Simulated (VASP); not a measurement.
Band structure of In (space group I4/mmm). Computed with PBE GGA, VASP's PBE PAW potentials (set 64) (plane waves; VASP 6.6.1).

Unless said otherwise, spin-orbit coupling is left out, though it shifts the bands of the heavy elements here.

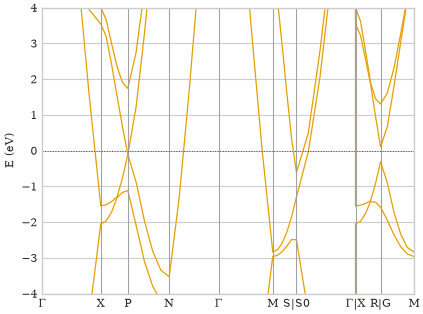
Figure. Bands along high-symmetry lines, zero at the valence-band maximum or, without a gap, the Fermi level

Q: Read the plot: is there a gap, and where are the band edges?

A: It has no gap at this level: it comes out as a metal or semimetal.

The structure comes from a computed database's In entry; how it stands against other phases isn't given here. The cell was not relaxed at this level.
